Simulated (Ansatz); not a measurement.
Start from CdS in the wurtzite structure (space group P6_3mc, No. 186; a = 4.124 Å, c = 6.708 Å). Axes: x lies along a and z along c of the hexagonal cell.

Modification: the cell is compressed by 1.80 % along z with no lateral relaxation; the atoms relax in the strained cell.

Computed with PBEsol (Ansatz, a first-principles code), no SOC.

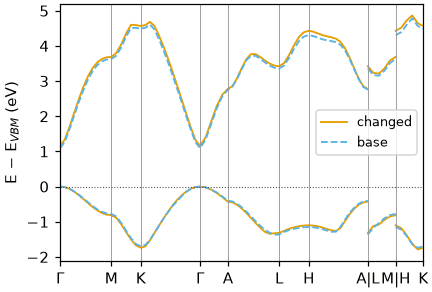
Highest valence and lowest conduction band along the path, each from its own valence-band maximum

### Question
Read the changed gap and its character from the plot.

### Answer
About 1.2 eV, direct at Γ.

Whether these cells are dynamically stable was not tested.
